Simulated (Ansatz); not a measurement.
Input file:

```
crystal:
  periodic: [false, false, false]
  atoms:
    - {symbol: Nb, position_ang: [-1.128163, -0.049391, 0.496359]}
    - {symbol: Nb, position_ang: [1.157915, 0.115455, 0.409280]}
    - {symbol: P, position_ang: [0.121117, -1.851302, -0.324649]}
    - {symbol: P, position_ang: [-0.150869, 1.785238, -0.580989]}
basis:
  gaussian: {orbitals: def2-TZVP, initial_orbitals: start.molden}
hamiltonian: {xc: pbe0, dispersion: d4}
scf: {omitted_lower_state_checks: [starts]}
output: {orbitals: {seedname: orbitals}}
```

Run with:

```sh
ansatz run in.yaml --threads 4 --pin off --events-out ev --progress --plain --max-ram 3916MiB
```

Geometry: PBE0-D4/def2-SVP; core potentials replace the inner electrons of Nb.

Level of theory: Ansatz, RKS PBE0-D4/def2-TZVP.

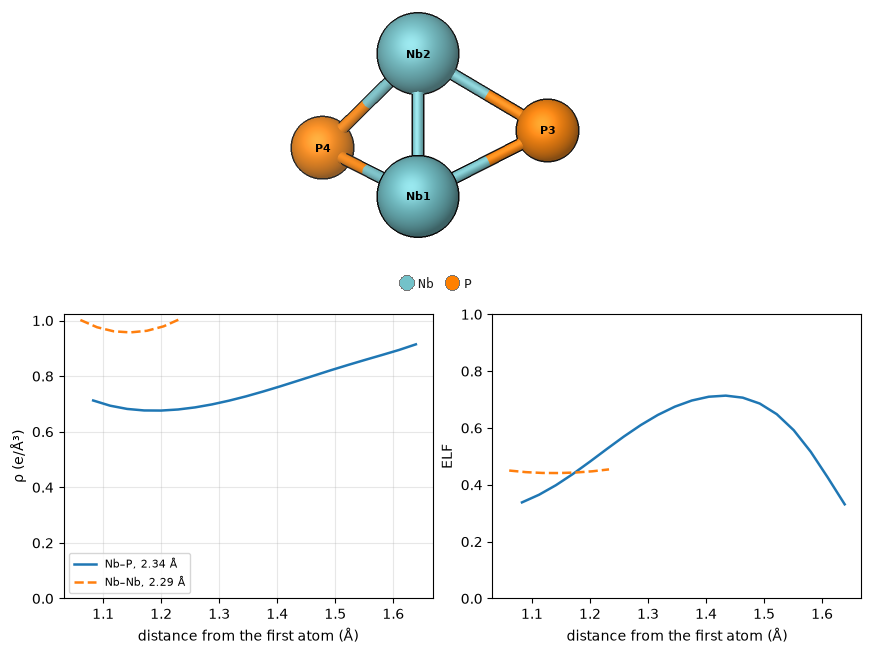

Nb2P2. Electron density and electron localisation function along straight lines between neighbouring atoms. The curves leave out the atomic cores. The structure is drawn too.

> Compare the contacts.

Nb–P (2.34 Å): ρ is about 0.68 e/Å³ halfway; the ELF peaks at about 0.70 in the valence shell of P, 0.9 Å from its nucleus, and is about 0.45 at the midpoint.
Nb–Nb (2.29 Å): ρ at the midpoint is about 0.96 e/Å³; the ELF is about 0.45 at the midpoint.
